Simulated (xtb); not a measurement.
**Geometry relaxation, with input and output: BSiH₃O₂ (part 3 of 3)**

BSiH₃O₂; GFN2-xTB (xtb 6.7.1). 

Geometry of the input (Å):
```
B  -1.0605  -0.0134  -0.3945
O  -0.8156  0.1653  0.9267
Si 0.8570  0.0116  0.3035
O  0.1126  -0.1181  -1.0996
H  -2.1369  -0.0428  -0.8666
H  1.3672  -1.3167  0.7869
H  1.5911  1.1836  0.3823
```

Output, continued
```
 projected vibrational frequencies (cm⁻¹)
eigval :       -0.00    -0.00     0.00     0.00     0.00     0.00
eigval :      274.31   466.57   507.04   601.37   605.07   671.62
eigval :      745.87   762.64   880.68   890.67  1101.17  1114.55
eigval :     2396.99  2406.06  2735.72
           -------------------------------------------------
          |                Property Printout                |
           -------------------------------------------------

    * Orbital Energies and Occupations

         #    Occupation            Energy/Eh            Energy/eV
      -------------------------------------------------------------
         1        2.0000           -0.7999774             -21.7685
         2        2.0000           -0.6699299             -18.2297
         3        2.0000           -0.6288676             -17.1124
         4        2.0000           -0.5526370             -15.0380
         5        2.0000           -0.5362493             -14.5921
         6        2.0000           -0.5207517             -14.1704
         7        2.0000           -0.5092699             -13.8579
         8        2.0000           -0.4589570             -12.4889
         9        2.0000           -0.4520933             -12.3021
        10        2.0000           -0.4466462             -12.1539
        11        2.0000           -0.4378560             -11.9147 (HOMO)
        12                         -0.2237624              -6.0889 (LUMO)
        13                         -0.2048137              -5.5733
        14                         -0.1933933              -5.2625
        15                         -0.0859724              -2.3394
        16                         -0.0636005              -1.7307
        17                         -0.0197314              -0.5369
        18                          0.2602181               7.0809
        19                          0.2628137               7.1515
        20                          0.4405486              11.9879
        21                          0.5247360              14.2788
        22                          0.6347529              17.2725
       ...                                ...                  ...
        24                          0.7564637              20.5844
      -------------------------------------------------------------
                  HL-Gap            0.2140935 Eh            5.8258 eV
             Fermi-level           -0.3308092 Eh           -9.0018 eV

     #   Z          covCN         q      C6AA      α(0)
     1   5 B        3.386     0.446    15.099     6.477
     2   8 O        1.555    -0.465    22.227     6.361
     3  14 Si       4.250     0.642    93.284    18.468
     4   8 O        1.555    -0.465    22.226     6.361
     5   1 H        0.942    -0.077     4.810     3.429
     6   1 H        0.922    -0.041     3.870     3.076
     7   1 H        0.922    -0.041     3.872     3.077

 Mol. C6AA /au·bohr⁶  :        827.109906
 Mol. C8AA /au·bohr⁸  :      28181.784284
 Mol. α(0) /au        :         47.249146

Wiberg/Mayer (AO) data.
largest (>0.10) Wiberg bond orders for each atom

 ---------------------------------------------------------------------------
     #   Z sym  total        # sym  WBO       # sym  WBO       # sym  WBO
 ---------------------------------------------------------------------------
     1   5 B    3.294 --     4 O    1.137     2 O    1.137     5 H    0.963
     2   8 O    2.256 --     1 B    1.137     3 Si   0.962
     3  14 Si   3.753 --     2 O    0.962     4 O    0.962     6 H    0.884
                             7 H    0.884
     4   8 O    2.256 --     1 B    1.137     3 Si   0.962
     5   1 H    0.994 --     1 B    0.963
     6   1 H    0.998 --     3 Si   0.884
     7   1 H    0.998 --     3 Si   0.884
 ---------------------------------------------------------------------------

Topologies differ in total number of bonds
Writing topology from bond orders to xtbtopo.mol

molecular dipole:
                 x           y           z       tot (Debye)
 q only:        0.764      -0.009       0.307
   full:        0.692      -0.008       0.279       1.897
molecular quadrupole (traceless):
                xx          xy          yy          xz          yz          zz
 q only:        2.600       0.237       0.654       2.830      -0.793      -3.254
  q+dip:        1.118       0.499       3.236       2.634      -1.320      -4.354
   full:        1.799       0.398       2.186       2.788      -1.123      -3.984

           -------------------------------------------------
          |                Geometry Summary                 |
           -------------------------------------------------

      molecular mass/u    :       73.9191589
   center of mass at/Å    :        0.0296368      -0.0189957       0.0222879
  moments of inertia/u·Å² :        0.4175882E+02   0.5723451E+02   0.9258213E+02
rotational constants/cm⁻¹ :        0.4036903E+00   0.2945361E+00   0.1820830E+00

 * 7 selected distances
Molecule has the following symmetry elements: (C2) 2*(sigma)
It seems to be the C2v point group

     #   Z          #   Z                                           value/Å
     1   5 B        2   8 O                                       1.3825595
     2   8 O        3  14 Si                                      1.6811833
     1   5 B        4   8 O                                       1.3824767
     3  14 Si       4   8 O                                       1.6813075 (max)
     1   5 B        5   1 H                                       1.1590884 (min)
     3  14 Si       6   1 H                                       1.4465441
     3  14 Si       7   1 H                                       1.4470821

 * 4 distinct bonds (by element types)

   Z      Z             #   av. dist./Å        max./Å        min./Å
   1 H    5 B           1     1.1590884     1.1590884     1.1590884
   5 B    8 O           2     1.3825181     1.3825595     1.3824767
   1 H   14 Si          2     1.4468131     1.4470821     1.4465441
   8 O   14 Si          2     1.6812454     1.6813075     1.6811833

           -------------------------------------------------
          |               Frequency Printout                |
           -------------------------------------------------
 projected vibrational frequencies (cm⁻¹)
eigval :       -0.00    -0.00     0.00     0.00     0.00     0.00
eigval :      274.31   466.57   507.04   601.37   605.07   671.62
eigval :      745.87   762.64   880.68   890.67  1101.17  1114.55
eigval :     2396.99  2406.06  2735.72
 reduced masses (amu)
   1: 16.43   2: 16.08   3: 16.36   4: 16.92   5: 20.24   6: 18.16   7:  8.08   8:  2.16
   9: 15.40  10:  6.95  11: 18.47  12:  6.31  13:  5.88  14:  2.65  15: 17.54  16:  4.63
  17: 11.15  18: 12.71  19:  2.23  20:  1.52  21:  1.88
 IR intensities (km·mol⁻¹)
   1:  0.81   2:  1.16   3:  0.16   4:  0.39   5:  0.99   6:  0.77   7:  5.20   8:  0.00
   9: 69.32  10:150.35  11: 37.06  12:  4.64  13:131.81  14:199.34  15:193.38  16: 16.79
  17:472.11  18: 69.40  19:381.44  20:125.71  21:129.05
 Raman intensities (Ä⁴*amu⁻¹)
   1:  0.00   2:  0.00   3:  0.00   4:  0.00   5:  0.00   6:  0.00   7:  0.00   8:  0.00
   9:  0.00  10:  0.00  11:  0.00  12:  0.00  13:  0.00  14:  0.00  15:  0.00  16:  0.00
  17:  0.00  18:  0.00  19:  0.00  20:  0.00  21:  0.00
 output can be read by thermo (or use thermo option).
 writing <g98.out> molden fake output.
 recommended (thermochemical) frequency scaling factor: 1.0
           -------------------------------------------------
          |             Thermodynamic Functions             |
           -------------------------------------------------

c2v symmetry found (for desy threshold:  0.10E+00) used in thermo

          ...................................................
          :                      SETUP                      :
          :.................................................:
          :  # frequencies                          15      :
          :  # imaginary freq.                       0      :
          :  linear?                             false      :
          :  only rotor calc.                    false      :
          :  symmetry                              c2v      :
          :  rotational number                       2      :
          :  scaling factor                  1.0000000      :
          :  rotor cutoff                   50.0000000 cm⁻¹ :
          :  imag. cutoff                  -20.0000000 cm⁻¹ :
          :.................................................:

    mode    ω/cm⁻¹     T·S(HO)/kcal·mol⁻¹    T·S(FR)/kcal·mol⁻¹   T·S(vib)
   ------------------------------------------------------------------------
       1    274.31    -0.46777 ( 99.89%)    -0.55200 (  0.11%)    -0.46787
   ------------------------------------------------------------------------

   temp. (K)  partition function   enthalpy   heat capacity  entropy
                                   cal/mol     cal/K/mol   cal/K/mol   J/K/mol
 298.15  VIB   2.13                 1073.868     10.264      5.101
         ROT  0.180E+05              888.752      2.981     22.449
         INT  0.382E+05             1962.620     13.245     27.549
         TR   0.615E+27             1481.254      4.968     38.800
         TOT                        3443.8739    18.2129    66.3489   277.6037

       T/K    H(0)-H(T)+PV         H(T)/Eh          T*S/Eh         G(T)/Eh
   ------------------------------------------------------------------------
    298.15    0.548816E-02    0.423041E-01    0.315245E-01    0.107796E-01
   ------------------------------------------------------------------------

         :::::::::::::::::::::::::::::::::::::::::::::::::::::
         ::                  THERMODYNAMIC                  ::
         :::::::::::::::::::::::::::::::::::::::::::::::::::::
         :: total free energy         -12.753441774477 Eh   ::
         ::.................................................::
         :: total energy              -12.764221358510 Eh   ::
         :: zero point energy           0.036815911607 Eh   ::
         :: G(RRHO) w/o ZPVE           -0.026036327574 Eh   ::
         :: G(RRHO) contrib.            0.010779584033 Eh   ::
         :::::::::::::::::::::::::::::::::::::::::::::::::::::

optimized geometry written to: xtbopt.xyz

           -------------------------------------------------
          | TOTAL ENERGY              -12.764221358510 Eh   |
          | TOTAL ENTHALPY            -12.721917284564 Eh   |
          | TOTAL FREE ENERGY         -12.753441774477 Eh   |
          | GRADIENT NORM               0.000302510271 Eh/α |
          | HOMO-LUMO GAP               5.825781324983 eV   |
           -------------------------------------------------

------------------------------------------------------------------------
------------------------------------------------------------------------
 total:
 *  cpu-time:     0 d,  0 h,  0 min,  0.389 sec
 * ratio c/w:     0.880 speedup
 SCF:
 *  cpu-time:     0 d,  0 h,  0 min,  0.010 sec
 * ratio c/w:     0.403 speedup
 ANC optimizer:
 *  cpu-time:     0 d,  0 h,  0 min,  0.078 sec
 * ratio c/w:     0.774 speedup
 analytical hessian:
 *  cpu-time:     0 d,  0 h,  0 min,  0.280 sec
 * ratio c/w:     0.979 speedup
```

File vibspectrum
```
$vibrational spectrum
#  mode     symmetry     wave number   IR intensity    selection rules
#                         cm**(-1)      (km*mol⁻¹)        IR
     1                      -0.00         0.00000          -
     2                      -0.00         0.00000          -
     3                       0.00         0.00000          -
     4                       0.00         0.00000          -
     5                       0.00         0.00000          -
     6                       0.00         0.00000          -
     7        a            274.31         5.19645         YES
     8        a            466.57         0.00175         NO
     9        a            507.04        69.31691         YES
    10        a            601.37       150.34722         YES
    11        a            605.07        37.06457         YES
    12        a            671.62         4.63558         YES
    13        a            745.87       131.81395         YES
    14        a            762.64       199.33925         YES
    15        a            880.68       193.38343         YES
    16        a            890.67        16.79337         YES
    17        a           1101.17       472.11079         YES
    18        a           1114.55        69.40086         YES
    19        a           2396.99       381.44269         YES
    20        a           2406.06       125.71034         YES
    21        a           2735.72       129.05010         YES
$end
```

File xtbopt.xyz
```
7
 energy: -12.764221358509 gnorm: 0.000302513581 xtb: 6.7.1
B           -1.10982614513598       -0.00665557570666       -0.43612377857183
O           -0.73296269907963        0.15738030134851        0.88392800958916
Si           0.85133301909069       -0.02800652144120        0.35287658045226
O            0.07287242926659       -0.18733654670321       -1.12881417245958
H           -2.18516925227117        0.00440130975940       -0.86855949946943
H            1.42340970955337       -1.28047024925576        0.79621870020945
H            1.59517239080738        1.21025779552843        0.43919468519235
```

Standard error
```
normal termination of xtb
```

Trajectory as extended XYZ (Å, eV, eV/Å), 10 frames, from step=0 to step=9
```
7
Properties=species:S:1:pos:R:3 step=0 energy=-347.02711
B    -1.0605   -0.0134   -0.3945
O    -0.8156    0.1653    0.9267
Si    0.8570    0.0116    0.3035
O     0.1126   -0.1181   -1.0996
H    -2.1369   -0.0428   -0.8666
H     1.3672   -1.3167    0.7869
H     1.5911    1.1836    0.3823
7
Properties=species:S:1:pos:R:3 step=1 energy=-347.22845
B    -1.0860   -0.0022   -0.4050
O    -0.7810    0.1559    0.9078
Si    0.8659   -0.0129    0.3013
O     0.0959   -0.1383   -1.1162
H    -2.1590   -0.0439   -0.8643
H     1.3648   -1.2925    0.7964
H     1.6142    1.2035    0.4187
7
Properties=species:S:1:pos:R:3 step=2 energy=-347.30887
B    -1.1152   -0.0090   -0.4147
O    -0.7449    0.1594    0.8853
Si    0.8680   -0.0344    0.3130
O     0.0800   -0.1692   -1.1265
H    -2.1812   -0.0146   -0.8702
H     1.3986   -1.2732    0.8025
H     1.6095    1.2105    0.4493
7
Properties=species:S:1:pos:R:3 step=3 energy=-347.32143
B    -1.1233    0.0019   -0.4216
O    -0.7347    0.1578    0.8789
Si    0.8634   -0.0356    0.3232
O     0.0750   -0.1827   -1.1294
H    -2.1893   -0.0060   -0.8727
H     1.4207   -1.2770    0.8069
H     1.6031    1.2112    0.4534
7
Properties=species:S:1:pos:R:3 step=4 energy=-347.32619
B    -1.1230   -0.0083   -0.4238
O    -0.7316    0.1558    0.8784
Si    0.8589   -0.0332    0.3330
O     0.0737   -0.1922   -1.1294
H    -2.1898    0.0127   -0.8751
H     1.4323   -1.2770    0.8057
H     1.5943    1.2118    0.4500
7
Properties=species:S:1:pos:R:3 step=5 energy=-347.32972
B    -1.1170   -0.0056   -0.4279
O    -0.7301    0.1568    0.8804
Si    0.8548   -0.0283    0.3431
O     0.0741   -0.1932   -1.1298
H    -2.1865    0.0093   -0.8724
H     1.4284   -1.2785    0.7997
H     1.5912    1.2092    0.4456
7
Properties=species:S:1:pos:R:3 step=6 energy=-347.33141
B    -1.1110   -0.0077   -0.4310
O    -0.7309    0.1585    0.8828
Si    0.8527   -0.0260    0.3486
O     0.0741   -0.1900   -1.1299
H    -2.1837    0.0059   -0.8696
H     1.4223   -1.2800    0.7959
H     1.5913    1.2090    0.4419
7
Properties=species:S:1:pos:R:3 step=7 energy=-347.33200
B    -1.1087   -0.0068   -0.4339
O    -0.7320    0.1594    0.8838
Si    0.8516   -0.0263    0.3517
O     0.0736   -0.1874   -1.1296
H    -2.1834    0.0021   -0.8681
H     1.4200   -1.2809    0.7944
H     1.5938    1.2095    0.4404
7
Properties=species:S:1:pos:R:3 step=8 energy=-347.33214
B    -1.1090   -0.0067   -0.4354
O    -0.7327    0.1587    0.8840
Si    0.8513   -0.0272    0.3527
O     0.0731   -0.1870   -1.1292
H    -2.1843    0.0026   -0.8681
H     1.4213   -1.2808    0.7950
H     1.5951    1.2101    0.4397
7
Properties=species:S:1:pos:R:3 step=9 energy=-347.33216
B    -1.1098   -0.0067   -0.4361
O    -0.7330    0.1574    0.8839
Si    0.8513   -0.0280    0.3529
O     0.0729   -0.1873   -1.1288
H    -2.1852    0.0044   -0.8686
H     1.4234   -1.2805    0.7962
H     1.5952    1.2103    0.4392
```

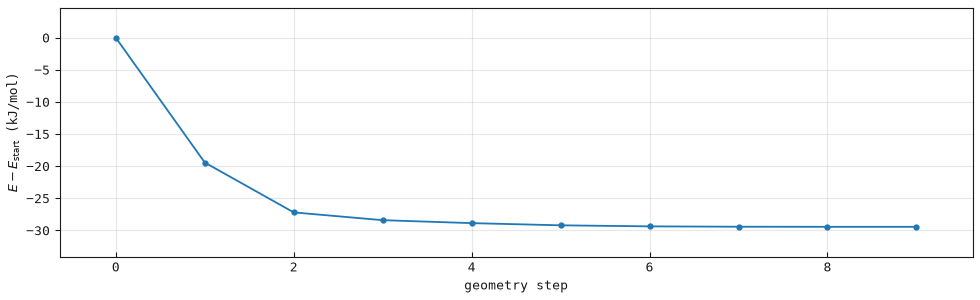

Figure 1. Progress of the relaxation, step by step (steps are counted from 0).

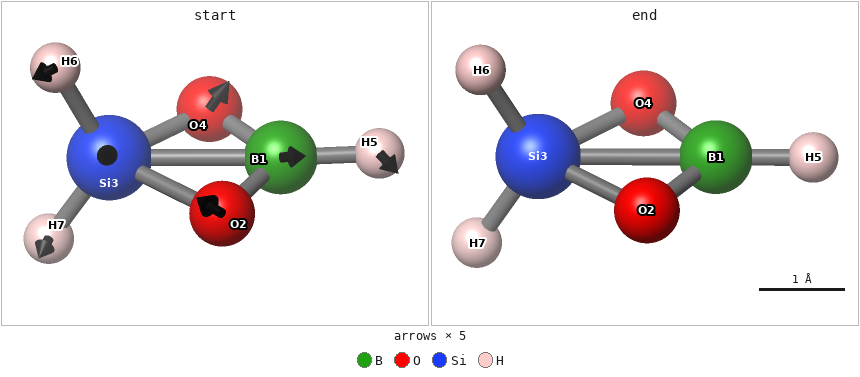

Figure 2. Before (left) and after (right) the relaxation, at one scale (ball-and-stick view, seen at a tilt). The black arrows give the displacements, magnified 5 times. Over 9 geometry steps the energy falls by 29.4 kJ/mol. The atom that moves furthest after the best rigid fit is O2 (0.093 Å). Largest moves by element: O 0.093 Å, H 0.068 Å, B 0.065 Å, Si 0.063 Å. Among the contacts that change: O2–Si3 1.791 → 1.681 Å, Si3–O4 1.594 → 1.681 Å, B1–Si3 2.041 → 2.114 Å, Si3–H7 1.385 → 1.447 Å. Among the angles that change: B1–O2–Si3 79.5° → 86.7°, O2–B1–Si3 59.7° → 52.6°, O2–B1–O4 110.9° → 105.1°. (Atoms are counted from 1 in the order of the input.)

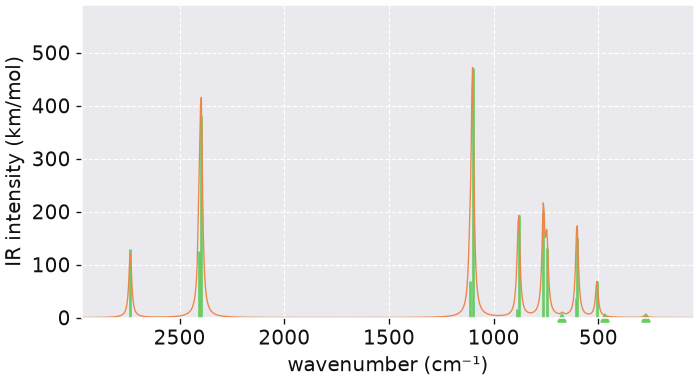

Figure 3. Harmonic infrared spectrum, unscaled: sticks (degenerate modes added up, dark ones marked on the axis) with a Lorentzian envelope of 16 cm⁻¹ full width, scaled to the tallest stick. 15 modes from 274 to 2736 cm⁻¹, none imaginary. The strongest line is at 1101 cm⁻¹ (472 km/mol). All modes, in cm⁻¹ (km/mol): 274 (5.2), 467 (0.0), 507 (69), 601 (150), 605 (37), 672 (4.6), 746 (132), 763 (199), 881 (193), 891 (16.8), 1101 (472), 1115 (69), 2397 (381), 2406 (126), 2736 (129).

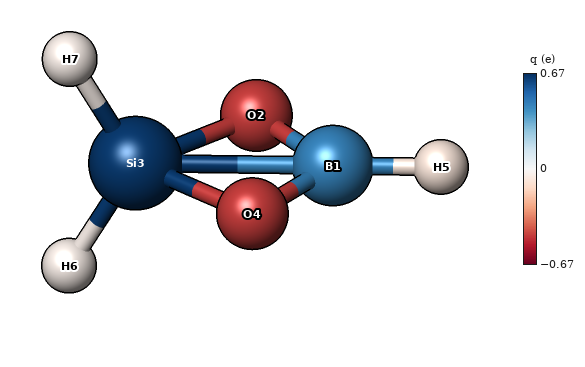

Figure 4. Mulliken charges, as the colour of each atom (ball-and-stick view, seen at a tilt; atoms are numbered from 1 in the order of the input). By element: B +0.45, O −0.47, Si +0.64 and H −0.08 to −0.04 e.

Key numbers

```csv
quantity,value
outcome,converged
electrons treated,22
total energy,−12.764221 hartree
dispersion energy,−0.003284 hartree
basis functions,25
HOMO,−11.91 eV
LUMO,−6.09 eV
zero-point energy,0.036816 hartree
dipole moment,1.90 D
"wavenumbers, lowest and highest",274 and 2736 cm⁻¹
wall time,0.55 s
peak memory,0.071 GiB
```

Settings chosen away from the usual ones: method = gfn2-xtb; task = optfreq; opt_level = normal; x = {}; partner = base.
